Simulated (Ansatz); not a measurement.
Band structure of Be₂C (Fm-3m, 3 atoms in the cell).

```yaml
crystal:
  lattice:
    - [0.00000, 2.17000, 2.17000]
    - [2.17000, 0.00000, 2.17000]
    - [2.17000, 2.17000, 0.00000]
  atoms:
    - { symbol: Be, position: [0.25000, 0.25000, 0.25000] }
    - { symbol: Be, position: [0.75000, 0.75000, 0.75000] }
    - { symbol: C, position: [0.00000, 0.00000, 0.00000] }
```

Method: PBE (plane waves, PAW; Ansatz, a first-principles code).

Settings: kpoints.mp_grid.grid = 7 7 7; hamiltonian.xc = pbe; hamiltonian.pseudopotentials = {kind: paw} (the program's default PAW files); scf.occupations.method = fermi_dirac; scf.occupations.width = 0.05 eV; kpoints.band_path.npoints = 8.

The starting cell has typed, rounded lattice constants, without a prior relaxation at this level.

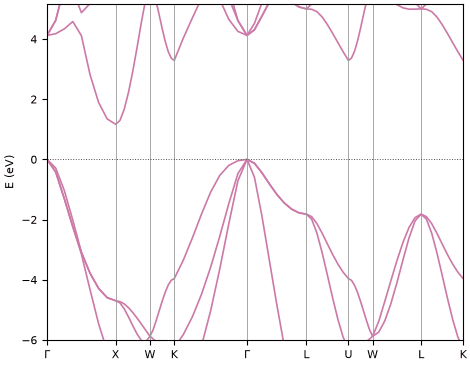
Bands along the path, energies from the top of the valence band on the path.

Task: Read off roughly the gap and where its edges lie.

Result: The gap along the path is about 1.2 eV (computed: 1.17 eV), from Γ to X; the smallest direct gap on it is 4.12 eV.

Levels in eV from the top of the valence band on the path, bands 1 to 7:
```tsv
point	1	2	3	4	5	6	7
Γ	-14.98	0.00	0.00	0.00	4.12	4.12	4.12
X	-11.39	-6.74	-4.70	-4.70	1.17	5.68	13.18
W	-11.07	-6.21	-5.87	-5.87	5.70	8.08	9.47
K	-11.23	-6.81	-6.26	-3.96	3.29	8.24	11.48
L	-12.13	-8.67	-1.82	-1.82	5.00	5.00	6.93
U	-11.23	-6.81	-6.26	-3.96	3.29	8.24	11.48
```

Keys are those of Ansatz 0.2.
